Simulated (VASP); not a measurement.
Band structure of LiBr (rock salt). Calculation: optB88-vdW, VASP's PBE PAW potentials (set 64) (plane waves; VASP 6.6.1).

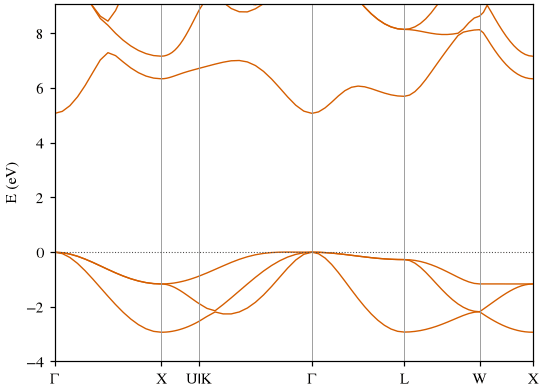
Bands along high-symmetry lines, zero at the valence-band maximum or, without a gap, the Fermi level

### Question
Read the plot: is there a gap, and where are the band edges?

### Answer
The gap is indirect, 5.07 eV, from the valence maximum at K-Γ at 0.79 to the conduction minimum at Γ. (Edges off the drawn lines would not show.)

Measured: gap 7.60 eV (computed value off by -2.53 eV), as given by Abedi et al., (2022), arXiv:2211.14644.

The compound is LiBr in the rock salt structure. It was relaxed first.
